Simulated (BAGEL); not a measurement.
# ROHF/6-31G(d) (density fitting with qzvpp-jkfit, spherical functions) run of GeH3O3 (SMILES [OH][Ge]([OH])[OH])

Aim: the vertical doublet–quartet gap of GeH3O3 at ROHF/6-31G* (density fitting with qzvpp-jkfit, spherical functions), from 2 runs. 

The results are computed with BAGEL 1.2.2.

1 further run of the same task is left out (set aside as unsound or not needed). Runs told in other sessions of the task aren't counted.

### Step 1. The structure to begin with

GeH3O3: 7 atoms, total charge 0, spin state doublet. As SMILES, `[OH][Ge]([OH])[OH]`. The coordinates come from a PBE0-D4/def2-TZVP relaxation. This is one conformer, not always the lowest.

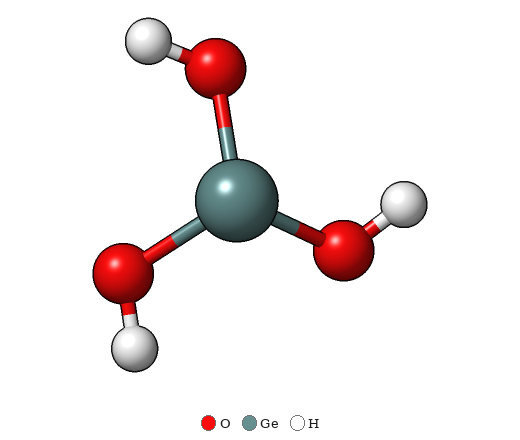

The structure, seen from a chosen angle (oxygen red, germanium teal, hydrogen white).

### Step 2. A single-point energy at ROHF/6-31G(d) (density fitting with qzvpp-jkfit, spherical functions)

calc.json reads:

```json
{ "bagel": [

{
  "title": "molecule",
  "basis": "6-31gs.json",
  "df_basis": "qzvpp-jkfit",
  "angstrom": true,
  "geometry": [
    { "atom": "O", "xyz": [   -1.386500,    0.798200,   -0.370800 ] },
    { "atom": "Ge", "xyz": [    0.328700,    0.369000,   -0.186000 ] },
    { "atom": "O", "xyz": [    0.588300,    0.035800,    1.540700 ] },
    { "atom": "O", "xyz": [    0.565000,   -1.170000,   -1.043900 ] },
    { "atom": "H", "xyz": [   -1.665900,    1.479800,    0.247600 ] },
    { "atom": "H", "xyz": [    1.412900,   -0.430200,    1.707700 ] },
    { "atom": "H", "xyz": [    0.218600,   -1.150500,   -1.940900 ] }
  ]
},
{ "title": "rohf", "nopen": 1 },
{ "title": "print", "file": "orbitals.molden", "orbitals": true }

]}
```

The basis set 6-31G* is read from a file made from the Basis Set Exchange's data (not shown).

Command:

```sh
$ BAGEL_NUM_THREADS=1 BAGEL calc.json > calc.out
```

What it wrote:

```text
* using 1 threads per process

  ===============================================================
  ===============================================================

  *** Geometry ***

  { "atom" : "O", "xyz" : [     -2.620105,      1.508379,     -0.700710 ] },
  { "atom" : "Ge", "xyz" : [      0.621153,      0.697309,     -0.351489 ] },
  { "atom" : "O", "xyz" : [      1.111726,      0.067652,      2.911501 ] },
  { "atom" : "O", "xyz" : [      1.067695,     -2.210980,     -1.972685 ] },
  { "atom" : "H", "xyz" : [     -3.148095,      2.796417,      0.467896 ] },
  { "atom" : "H", "xyz" : [      2.669994,     -0.812960,      3.227085 ] },
  { "atom" : "H", "xyz" : [      0.413094,     -2.174130,     -3.667769 ] },

  Number of auxiliary basis functions:      551

  Since a DF basis is specified, we compute 2- and 3-index integrals:
    o Being stored without compression. Storage requirement is 0.028 GB

  Number of basis functions:       80
  Number of electrons      :       59

    * METHOD: MOLECULE                             0.36

  *** Open-shell HF ***

  === Nuclear Repulsion ===
   307.4178149439

      * DIIS with orbital gradients will be used.

  === ROHF iteration (6-31gs.json) ===
      0      -2301.00442158          0.05695359           0.24
      1      -2301.22923149          0.04060311           0.23
      2      -2301.33414161          0.02815142           0.24
      3      -2301.42411124          0.00138539           0.23
      4      -2301.42495511          0.00072088           0.23
      5      -2301.42529745          0.00022731           0.23
      6      -2301.42538306          0.00006229           0.23
      7      -2301.42541503          0.00001662           0.23
      8      -2301.42542257          0.00000574           0.23
      9      -2301.42542347          0.00000254           0.23
     10      -2301.42542365          0.00000099           0.24
     11      -2301.42542372          0.00000024           0.24
     12      -2301.42542373          0.00000011           0.24
     13      -2301.42542373          0.00000005           0.24
     14      -2301.42542374          0.00000002           0.24
     15      -2301.42542374          0.00000001           0.24
    * SCF iteration converged.

    * S^2 (ROHF) is 0.7500

    * Permanent dipole moment:
           (   -0.580867,    -0.687269,     0.325744) a.u.

    * METHOD: ROHF                                 4.06

    * METHOD: PRINT                                0.01

  ===============================================================
```

Run time: 4.8 s. Hardware: 1 thread of Arm Neoverse V1, shared host; peak memory 0.13 GiB.

### Step 3. The quartet at the same level

input.json reads:

```json
{ "bagel" : [

{
  "title" : "molecule",
  "basis" : "6-31gs.json",
  "df_basis" : "qzvpp-jkfit",
  "angstrom" : "true",
  "geometry" : [
    { "atom" : "O", "xyz" : [      -1.386500,       0.798200,      -0.370800 ] },
    { "atom" : "Ge", "xyz" : [       0.328700,       0.369000,      -0.186000 ] },
    { "atom" : "O", "xyz" : [       0.588300,       0.035800,       1.540700 ] },
    { "atom" : "O", "xyz" : [       0.565000,      -1.170000,      -1.043900 ] },
    { "atom" : "H", "xyz" : [      -1.665900,       1.479800,       0.247600 ] },
    { "atom" : "H", "xyz" : [       1.412900,      -0.430200,       1.707700 ] },
    { "atom" : "H", "xyz" : [       0.218600,      -1.150500,      -1.940900 ] }
  ]
},

{
  "title" : "rohf",
  "nopen" : 3
},

{
  "title" : "print",
  "file" : "orbitals.molden",
  "orbitals" : "true"
}

]}
```

The basis set 6-31G* is read from a file made from the Basis Set Exchange's data (not shown).

Command:

```sh
$ BAGEL_NUM_THREADS=1 BAGEL input.json > input.out
```

What it wrote:

```text
* using 1 threads per process

  ===============================================================
  ===============================================================

  *** Geometry ***

  { "atom" : "O", "xyz" : [     -2.620105,      1.508379,     -0.700710 ] },
  { "atom" : "Ge", "xyz" : [      0.621153,      0.697309,     -0.351489 ] },
  { "atom" : "O", "xyz" : [      1.111726,      0.067652,      2.911501 ] },
  { "atom" : "O", "xyz" : [      1.067695,     -2.210980,     -1.972685 ] },
  { "atom" : "H", "xyz" : [     -3.148095,      2.796417,      0.467896 ] },
  { "atom" : "H", "xyz" : [      2.669994,     -0.812960,      3.227085 ] },
  { "atom" : "H", "xyz" : [      0.413094,     -2.174130,     -3.667769 ] },

  Number of auxiliary basis functions:      551

  Since a DF basis is specified, we compute 2- and 3-index integrals:
    o Being stored without compression. Storage requirement is 0.028 GB

  Number of basis functions:       80
  Number of electrons      :       59

    * METHOD: MOLECULE                             0.36

  *** Open-shell HF ***

  === Nuclear Repulsion ===
   307.4178149439

      * DIIS with orbital gradients will be used.

  === ROHF iteration (6-31gs.json) ===
      0      -2300.75603397          0.04523381           0.24
      1      -2300.92429940          0.03259345           0.24
      2      -2301.00497599          0.02586729           0.23
      3      -2301.10003068          0.00404492           0.23
      4      -2301.12103471          0.00332510           0.23
      5      -2301.13900810          0.00223119           0.24
      6      -2301.14467673          0.00154148           0.23
      7      -2301.14908163          0.00095826           0.22
      8      -2301.15078213          0.00065424           0.24
      9      -2301.15142555          0.00021247           0.24
     10      -2301.15148441          0.00016606           0.24
     11      -2301.15150421          0.00010539           0.24
     12      -2301.15152906          0.00007952           0.24
     13      -2301.15153957          0.00006530           0.24
     14      -2301.15155172          0.00004864           0.24
     15      -2301.15155619          0.00003754           0.24
     16      -2301.15155827          0.00002714           0.24
     17      -2301.15156048          0.00001846           0.24
     18      -2301.15156242          0.00001194           0.23
     19      -2301.15156341          0.00000717           0.24
     20      -2301.15156390          0.00000446           0.23
     21      -2301.15156389          0.00000351           0.24
     22      -2301.15156389          0.00000277           0.24
     23      -2301.15156384          0.00000218           0.23
     24      -2301.15156380          0.00000184           0.23
     25      -2301.15156382          0.00000163           0.23
     26      -2301.15156383          0.00000144           0.23
     27      -2301.15156385          0.00000107           0.23
     28      -2301.15156386          0.00000076           0.23
     29      -2301.15156387          0.00000057           0.23
     30      -2301.15156387          0.00000043           0.23
     31      -2301.15156386          0.00000033           0.23
     32      -2301.15156386          0.00000023           0.24
     33      -2301.15156385          0.00000016           0.24
     34      -2301.15156386          0.00000014           0.23
     35      -2301.15156387          0.00000012           0.23
     36      -2301.15156387          0.00000010           0.23
     37      -2301.15156387          0.00000009           0.23
     38      -2301.15156387          0.00000008           0.23
     39      -2301.15156387          0.00000006           0.24
     40      -2301.15156387          0.00000005           0.24
     41      -2301.15156387          0.00000004           0.24
     42      -2301.15156387          0.00000003           0.24
     43      -2301.15156387          0.00000002           0.24
     44      -2301.15156387          0.00000001           0.23
     45      -2301.15156387          0.00000001           0.23
     46      -2301.15156387          0.00000001           0.24
     47      -2301.15156387          0.00000001           0.24
    * SCF iteration converged.

    * S^2 (ROHF) is 3.7500

    * Permanent dipole moment:
           (   -0.324762,    -0.070417,     0.998038) a.u.

    * METHOD: ROHF                                11.59

    * METHOD: PRINT                                0.01

  ===============================================================
```

It took 12 s on 1 thread of Arm Neoverse V1, shared host; peak memory 0.13 GiB.

### Step 4. What came out

At ROHF/6-31G* (density fitting with qzvpp-jkfit, spherical functions):

| quantity | value |
| --- | --- |
| doublet: total energy | -2301.42542 Eh |
| doublet: dipole moment | 2.43 D |
| doublet: ⟨S²⟩ | 0.750 |
| quartet: total energy | -2301.15156 Eh |
| quartet: dipole moment | 2.67 D |
| quartet: ⟨S²⟩ | 3.750 |
| vertical energy of the quartet above the doublet | 7.452 eV |

In words: At this shape the quartet lies 7.45 eV (172 kcal/mol) above the doublet.
